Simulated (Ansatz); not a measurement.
The figure comes from a scan of Pd (fcc, Cu type): one Pd atom of a 4-atom cell moves by s along Cartesian z, with its periodic images. Method: PBEsol (plane waves to 420 eV, PAW, scalar-relativistic; Ansatz, a quantum-chemistry and plane-wave program). k mesh 10×10×10 (Γ-centred), Fermi-Dirac smearing 0.05 eV. The energy includes the smearing's −TS. With partly filled bands, energies and forces of such displacements shift with the k mesh and the smearing. On this mesh the relaxed cell isn't quite at rest: it carries a pressure of -0.1 GPa (compression positive) at the zero of the scan. Pd is run without spin polarisation. Pd was relaxed with its symmetry unable to fall. ΔE is measured from the undisplaced structure.

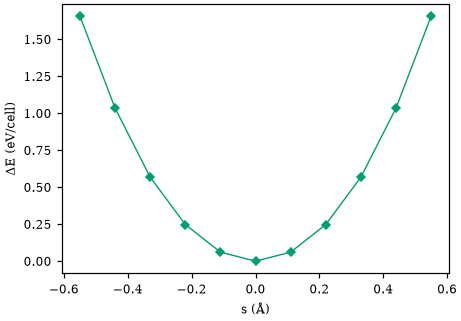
*ΔE (eV/cell) against s (Å); one marker a computed point.*

**Question.** Read the plotted values off the figure, to the accuracy that the plot allows.

**Answer.** To the nearest 0.05:

| s (Å) | ΔE (eV/cell) |
|---|---|
| -0.550 | 1.65 |
| -0.440 | 1.05 |
| -0.330 | 0.55 |
| -0.220 | 0.25 |
| -0.110 | 0.05 |
| 0.000 | 0.00 |
| 0.110 | 0.05 |
| 0.220 | 0.25 |
| 0.330 | 0.55 |
| 0.440 | 1.05 |
| 0.550 | 1.65 |

(A displaced cell: forces are minus the slopes of the energy, force constants its curvatures, and phonons follow from these.)
